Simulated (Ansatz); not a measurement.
**AlFH3NO: density, localisation and related maps**

```xyz
7

Al   -0.7570   -0.1122   -0.1103
F    -2.4241   -0.0805   -0.1270
N    -0.0182    0.5356    1.5959
O     0.0235   -0.8694    1.2959
H     0.9290    0.8809    1.7649
H     0.0385    0.1898   -1.4286
H    -0.5738    0.6873    2.4410
```

Geometry: PBE0-D3(BJ)/def2-SVP.

All numbers below come from Ansatz, isolated molecule in a Gaussian basis; Kohn-Sham density functional theory, functional PBE0.

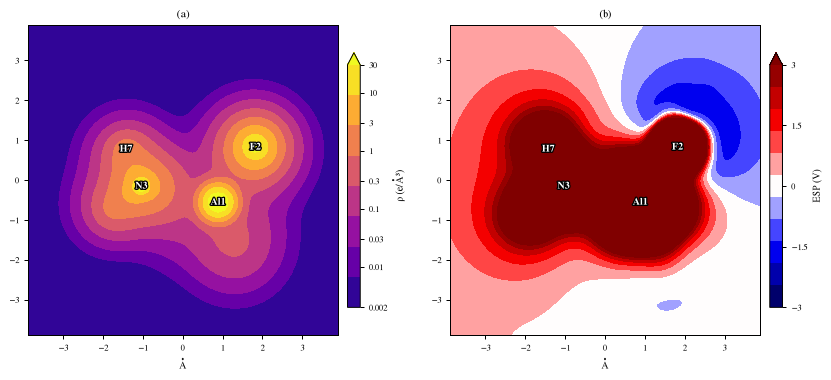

Figure 1. (a) electron density; (b) molecular electrostatic potential on the plane of atoms F2, Al1 and N3.

### Describe what can be read from this map.

- The section cuts through Al, F, N and H sites.
- Al–F (1.67 Å): ρ is about 0.87 e/Å³ halfway.
- Al–N (1.97 Å): ρ is about 0.53 e/Å³ halfway.
- N–H (1.02 Å): ρ is about 2.9 e/Å³ halfway.
- Outside the dense part of the molecule the potential is most negative (−1.7 V) near F2.

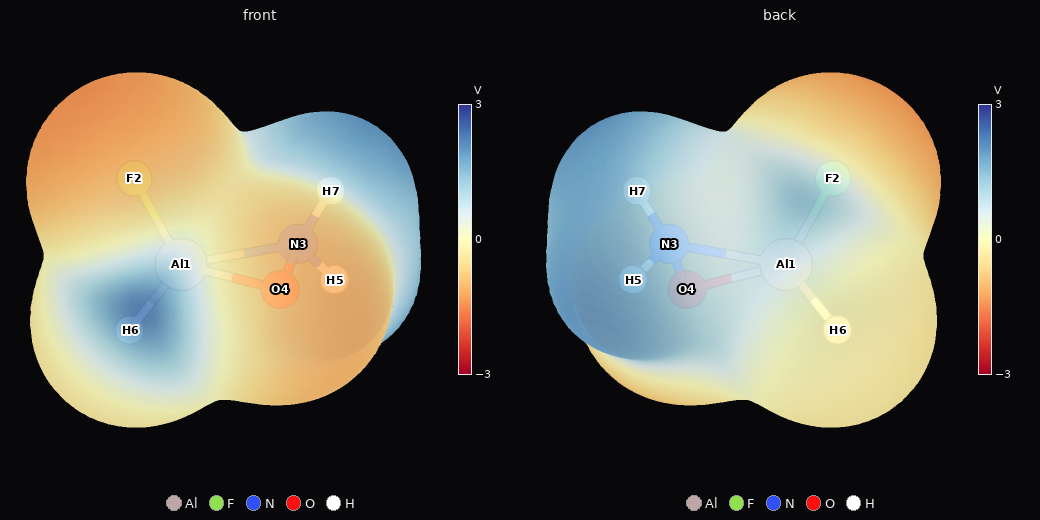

Figure 2. The electrostatic potential painted on the density surface at 0.001 e/bohr³, seen from the front and from behind; red is negative and blue positive.

### Describe the electrostatic potential map.

The most negative region (about −1.4 V) lies over F2, the most positive (about +2.2 V) over Al1.

### What dipole moment does the calculation give?

Its dipole moment is 3.38 D.

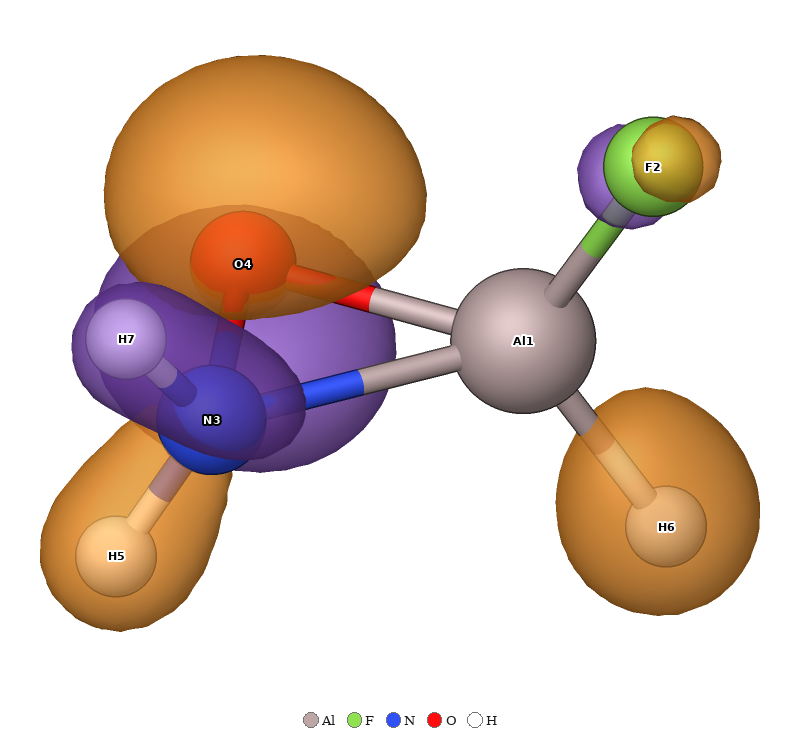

Figure 3. The HOMO−1 at ±0.15 Å⁻³ᐟ² (orange and purple are the two phases), seen at an oblique angle.

### Where does this orbital lie, and at what energy?

Its weight (Hirshfeld) is mainly on O4 (about 70 %), N3 (about 10 %) and H6 (about 5 %); largely a lone pair of O4. Its energy is −8.66 eV.
